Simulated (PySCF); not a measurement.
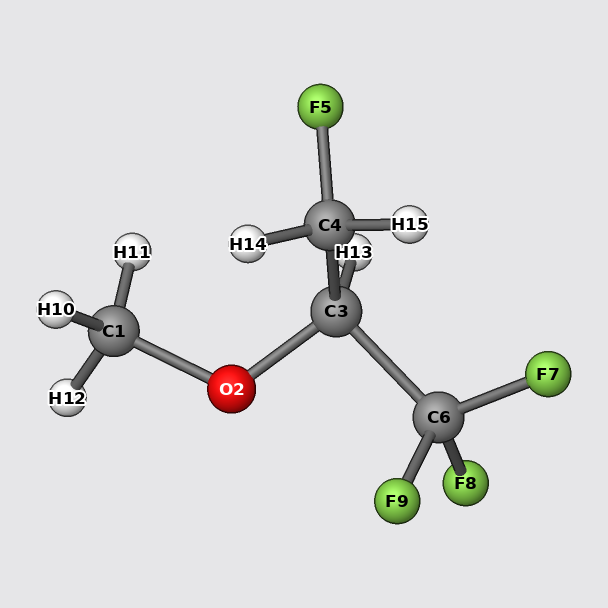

The questions are on isotropic NMR shieldings of the H atoms. Geometry: a frame of a GFN2-xTB molecular-dynamics simulation, not a minimum. Method: GIAO PBE0/pcSseg-1 NMR shielding, non-relativistic, gas phase (PySCF 2.14.0).

Which H atom is the most shielded (lowest chemical shift)?

Answer. H11 (27.99 ppm).

Which H atom is the least shielded (highest chemical shift)?

Answer. H15 (25.88 ppm).

How wide is the range of H shifts?

Answer. 2.11 ppm.

Give the isotropic NMR shieldings of the H atoms atom by atom.

```json
{"atom": "H10", "σ (ppm)": "27.73"}
{"atom": "H11", "σ (ppm)": "27.99"}
{"atom": "H12", "σ (ppm)": "27.23"}
{"atom": "H13", "σ (ppm)": "26.79"}
{"atom": "H14", "σ (ppm)": "26.87"}
{"atom": "H15", "σ (ppm)": "25.88"}
```
